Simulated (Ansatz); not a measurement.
**CH5ClO3Si: density, localisation and related maps**

Input

```
crystal:
  periodic: [false, false, false]
  atoms:
    - { symbol: C, position_ang: [-0.62619, 1.30281, 1.13408] }
    - { symbol: O, position_ang: [0.17841, 0.19149, 0.83335] }
    - { symbol: Si, position_ang: [0.36355, -0.56611, -0.57617] }
    - { symbol: O, position_ang: [1.3955, -1.78679, -0.34232] }
    - { symbol: O, position_ang: [-1.0451, -1.16489, -1.09447] }
    - { symbol: Cl, position_ang: [1.09098, 0.72068, -1.96297] }
    - { symbol: H, position_ang: [-0.3771, 2.14445, 0.48509] }
    - { symbol: H, position_ang: [-0.43521, 1.57106, 2.17271] }
    - { symbol: H, position_ang: [-1.67985, 1.05333, 1.0054] }
    - { symbol: H, position_ang: [2.20769, -1.6524, 0.13832] }
    - { symbol: H, position_ang: [-1.07269, -1.81365, -1.79302] }
basis:
  gaussian:
    orbitals: def2-SVPD
hamiltonian:
  xc:
    name: PBE0-DH
output:
  orbitals: {}
```

Method: SCF PBE0-DH, Gaussian basis (Ansatz).

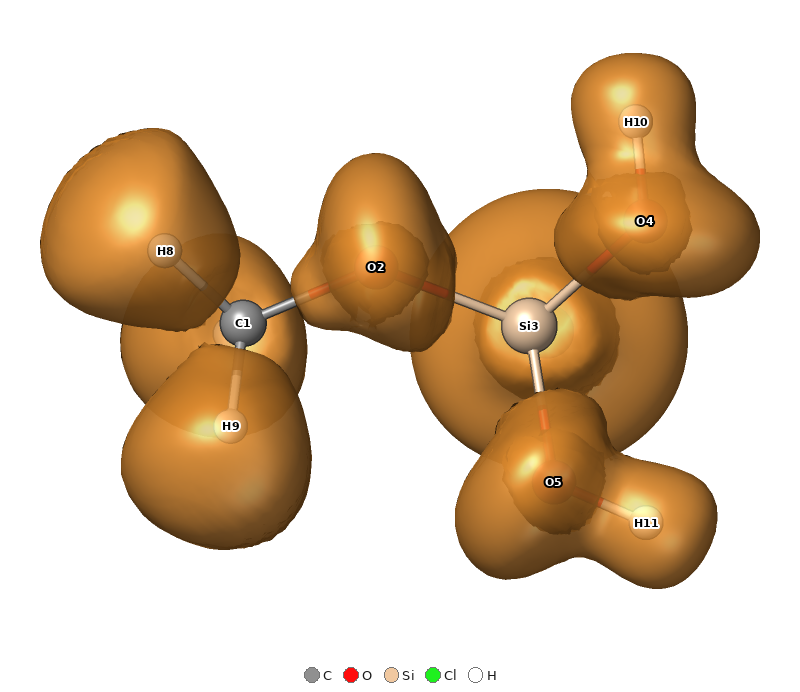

Figure 1. Isosurface of the ELF at 0.75 (orange), seen across its widest extent. Core shells and regions of very low density are left out.

Where are the electrons localised?

The surface consists of three regions around hydrogen nuclei, one region on Cl in which the atom's valence shell and bonds are merged, one region on O in which the atom's valence shell and bonds are merged and two joined regions spread over several atoms (H, O), in which their bonds and any lone pairs are merged.


C–O (1.40 Å): the ELF peaks at about 0.90 between the atoms; a shared but strongly polarised pair. Si–O (1.61 Å): the ELF peaks at about 0.90 between the atoms (a polar covalent bond).

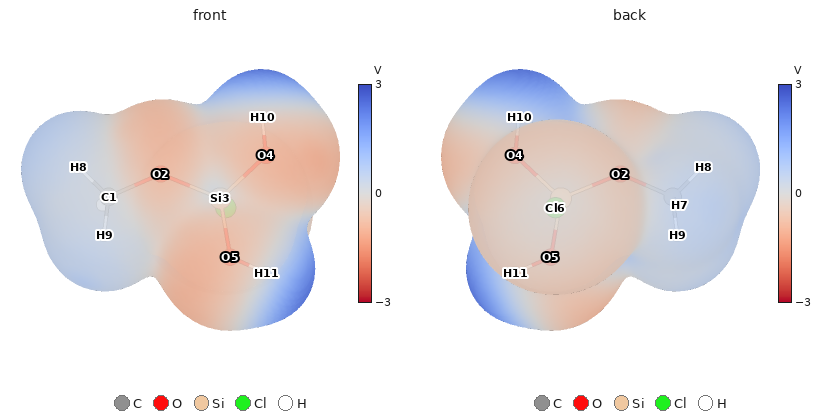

Figure 2. The electrostatic potential painted on the density surface at 0.001 e/bohr³, seen from the front and from behind; the colour scale runs from red (negative) to blue (positive).

Describe the electrostatic potential map.

The most negative region (about −1.0 V) lies over O4 and O5, the most positive (about +2.3 V) over H10 and H11.

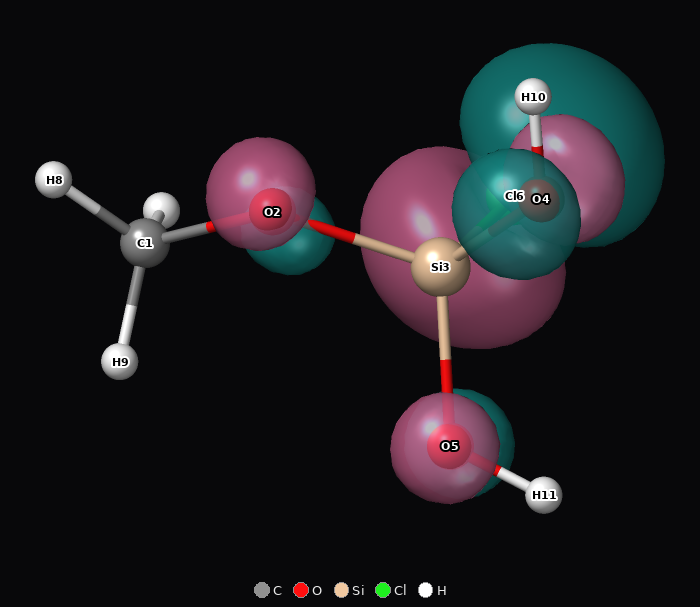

Figure 3. The HOMO−1 at ±0.15 Å⁻³ᐟ² (teal and pink are the two phases), seen at a tilt.

Describe this orbital and give its energy.

By Hirshfeld shares it lies mainly on Cl6 (about 65 %), O4 (about 15 %), O5 (about 5 %) and O2 (about 5 %). Its energy is −10.52 eV.

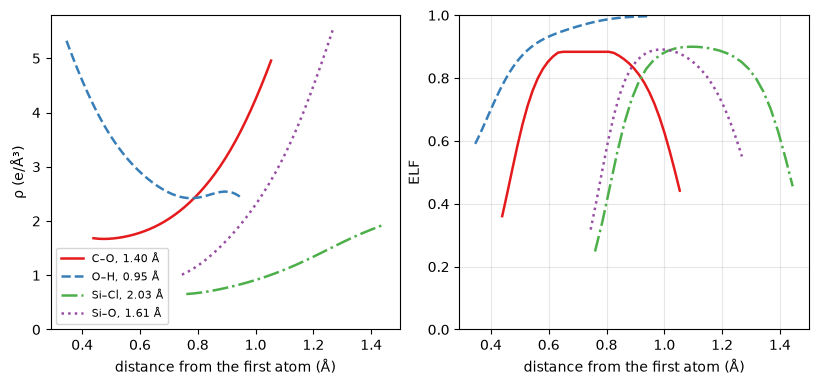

Figure 4. Electron density and electron localisation function along straight lines between neighbouring atoms. The curves leave out the atomic cores.

Compare the contacts.

C–O (1.40 Å): ρ is about 2 e/Å³ halfway, with its minimum of 1.7 e/Å³ about 0.5 Å from C; the ELF peaks at about 0.90 between the atoms, as expected for a shared but strongly polarised pair.
O–H (0.95 Å): the density is about 3.8 e/Å³ at the midpoint; the ELF climbs to about 1 towards the hydrogen, as it does in any bond to H; a covalent bond by its length.
Si–Cl (2.03 Å): the density is about 0.94 e/Å³ at the midpoint; the ELF peaks at about 0.90 between the atoms; a polar covalent bond.
Si–O (1.61 Å): ρ is about 1.2 e/Å³ halfway; the ELF peaks at about 0.90 between the atoms, as expected for a short, strongly polar bond.
